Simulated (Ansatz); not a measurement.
**AlSiH5O2 (SMILES O[SiH2][O][AlH2]): HF/3-21G**

What is the electronic atomisation energy of AlSiH5O2 at HF/3-21G? 

The results are computed with Ansatz 0.2.0.

75 further runs of the same task are left out: 75 set aside as unsound or not needed. Runs told in other sessions of the task aren't counted.

### 1 The molecule

AlSiH5O2 has 9 atoms, charge 0, and is taken as a singlet. SMILES: `O[SiH2][O][AlH2]`. Geometry: relaxed at PBE0-D4/def2-TZVP. This is one conformer, not always the lowest.

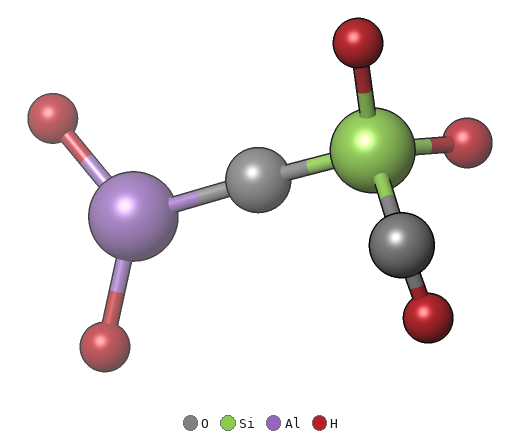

The structure, seen from a chosen angle (oxygen grey, silicon green, aluminium purple, hydrogen red).

### 2 A single-point energy at HF/3-21G

input.yaml

```yaml
crystal:
  periodic: [false, false, false]
  atoms:
    - {symbol: O, position_ang: [-0.795100, 1.829400, -0.898200]}
    - {symbol: Si, position_ang: [0.173000, 1.196700, 0.266900]}
    - {symbol: O, position_ang: [0.250800, -0.418900, 0.197700]}
    - {symbol: Al, position_ang: [0.325700, -2.080500, -0.060600]}
    - {symbol: H, position_ang: [-1.740800, 1.705800, -0.810900]}
    - {symbol: H, position_ang: [1.506100, 1.782800, 0.005000]}
    - {symbol: H, position_ang: [-0.337300, 1.564900, 1.614200]}
    - {symbol: H, position_ang: [-0.959500, -2.795700, -0.636800]}
    - {symbol: H, position_ang: [1.665600, -2.830600, 0.305400]}
basis:
  gaussian: {orbitals: 3-21G.json}
hamiltonian: {xc: hf}
accuracy: high
output: {orbitals: {seedname: orbitals}}
```

The basis set 3-21G is read from a file made from the Basis Set Exchange's data (not shown).

Command:

```
ansatz run input.yaml --threads 1 --pin off --max-ram 3480MiB --events-out events.jsonl --progress --plain --runs-dir runs
```

Output:

```text
Warning: RAYON_NUM_THREADS=1 ignored (pool sized by the plan → 1); use --threads N
Functional definition: HF
  name "HF"
  exchange = exact_x
  correlation = 0
1217 factors; integrals over basis functions are off by at most 6.0e-9 eV
mean field evaluation 1: about -18497.7346 eV, gradient 4.5e1 eV
mean field evaluation 2: about -18498.0366 eV, gradient 4.5e1 eV
mean field evaluation 4: about -18501.6688 eV, gradient 2.3e0 eV
mean field evaluation 8: about -18501.7148 eV, gradient 1.7e-1 eV
mean field evaluation 16: about -18501.7149 eV, gradient 9.0e-8 eV
mean field -18501.71490399 eV, -679.9254818087 hartree, gradient 9.0e-8 eV, S^2 0.000000; 0 other end points of the search recorded, 0 dependent functions left out
reference -18501.71490399 eV, -679.9254818087 hartree; 24, 24 occupied and 30, 30 virtual orbitals, 1217 factors
Total energy: -18501.71490399 eV, -679.9254818087 hartree
```

Wall time 0.72 s (1 thread of Arm Neoverse V2, shared host); peak memory 0.12 GiB.

### 3 The Al atom, same level

molecule.yaml

```yaml
crystal:
  periodic: [false, false, false]
  atoms:
    - {symbol: Al, position_ang: [0.000000, 0.000000, 0.000000]}
basis:
  gaussian:
    orbitals: 3-21G.json
magnetization:
  spin_polarized: true
  initial_magnetization: 1
hamiltonian:
  xc: hf
accuracy: high
```

The basis set 3-21G is read from a file made from the Basis Set Exchange's data (not shown).

Run the same way, it converges to -240.55105 Eh (log not shown).

### 4 The H atom, same level

run.yaml

```yaml
crystal:
  periodic: [false, false, false]
  atoms:
    - symbol: H
      position_ang: [0.000000, 0.000000, 0.000000]
basis:
  gaussian:
    orbitals: 3-21G.json
hamiltonian:
  xc: hf
magnetization:
  spin_polarized: true
  initial_magnetization: 1
accuracy: high
```

The basis set 3-21G is read from a file made from the Basis Set Exchange's data (not shown).

Run the same way, it converges to -0.49620 Eh (log not shown).

### 5 The O atom

molecule.yaml

```yaml
crystal:
  periodic: [false, false, false]
  atoms:
    - {symbol: O, position_ang: [0.000000, 0.000000, 0.000000]}
basis:
  gaussian: {orbitals: 3-21G.json}
magnetization: {spin_polarized: true, initial_magnetization: 2}
hamiltonian: {xc: hf}
accuracy: high
```

The basis set 3-21G is read from a file made from the Basis Set Exchange's data (not shown).

Command:

```
ansatz run molecule.yaml --threads 1 --pin off --max-ram 3480MiB --events-out events.jsonl --progress --plain --runs-dir runs
```

Output:

```text
Warning: RAYON_NUM_THREADS=1 ignored (pool sized by the plan → 1); use --threads N
Functional definition: HF
  name "HF"
  exchange = exact_x
  correlation = 0
42 factors; integrals over basis functions are off by at most 1.4e-9 eV
mean field evaluation 1: about -2024.2447 eV, gradient 5.2e0 eV
mean field evaluation 2: about -2024.2456 eV, gradient 5.2e0 eV
mean field evaluation 4: about -2024.3533 eV, gradient 4.5e-1 eV
mean field evaluation 8: about -2024.3545 eV, gradient 8.4e-7 eV
mean field evaluation 16: about -2024.3543 eV, gradient 2.2e-1 eV
mean field -2024.35454065 eV, -74.3936572123 hartree, gradient 1.5e-8 eV, S^2 2.001100; 0 other end points of the search recorded, 0 dependent functions left out
reference -2024.35454065 eV, -74.3936572123 hartree; 5, 3 occupied and 4, 6 virtual orbitals, 42 factors
Total energy: -2024.35454065 eV, -74.3936572123 hartree
```

It took 0.04 s on 1 thread of Arm Neoverse V2, shared host.

### 6 The Si atom

input.yaml

```yaml
crystal:
  periodic: [false, false, false]
  atoms:
    - {symbol: Si, position_ang: [0.000000, 0.000000, 0.000000]}
basis:
  gaussian:
    orbitals: 3-21G.json
total_charge: 0
magnetization:
  spin_polarized: true
  initial_magnetization: 2
hamiltonian:
  xc: hf
accuracy: high
```

The basis set 3-21G is read from a file made from the Basis Set Exchange's data (not shown).

Command:

```
ansatz run input.yaml --threads 1 --pin off --max-ram 3480MiB --events-out events.jsonl --progress --plain --runs-dir runs
```

Output:

```text
Warning: RAYON_NUM_THREADS=1 ignored (pool sized by the plan → 1); use --threads N
Functional definition: HF
  name "HF"
  exchange = exact_x
  correlation = 0
78 factors; integrals over basis functions are off by at most 3.4e-9 eV
mean field evaluation 1: about -7818.9387 eV, gradient 2.7e0 eV
mean field evaluation 2: about -7818.9448 eV, gradient 2.7e0 eV
mean field evaluation 4: about -7819.0416 eV, gradient 1.1e-1 eV
mean field evaluation 8: about -7819.0403 eV, gradient 3.5e-8 eV
mean field evaluation 16: about -7819.0456 eV, gradient 1.7e-3 eV
mean field evaluation 32: about -7819.0403 eV, gradient 8.0e-3 eV
mean field -7819.04028989 eV, -287.3444307175 hartree, gradient 4.7e-8 eV, S^2 2.000009; 1 other end points of the search recorded, 0 dependent functions left out
reference -7819.04028989 eV, -287.3444307175 hartree; 8, 6 occupied and 5, 7 virtual orbitals, 78 factors
Total energy: -7819.04028989 eV, -287.3444307175 hartree
```

It took 0.06 s on 1 thread of Arm Neoverse V2, shared host.

### 7 What came out

Level: HF/3-21G.

| quantity | value |
| --- | --- |
| molecule: total energy | -679.92548 Eh |
| molecule: HOMO energy | -11.30 eV |
| molecule: LUMO energy | 1.62 eV |
| molecule: HOMO–LUMO gap | 12.92 eV |
| Al atom: total energy | -240.55105 Eh |
| Al atom: ⟨S²⟩ | 0.750 |
| H atom: total energy | -0.49620 Eh |
| H atom: ⟨S²⟩ | 0.750 |
| O atom: total energy | -74.39366 Eh |
| O atom: ⟨S²⟩ | 2.001 |
| Si atom: total energy | -287.34443 Eh |
| Si atom: ⟨S²⟩ | 2.000 |
| electronic atomisation energy | 20.727 eV |

What this shows: Taking the molecule apart into free atoms costs 20.73 eV (478 kcal/mol), before zero-point energy and without spin-orbit coupling. Hartree–Fock lacks the correlation of the bonding pairs, which as a rule makes this value much too low; in minimal bases other errors can mask that. The basis has no polarisation functions, which makes bonds too weak.
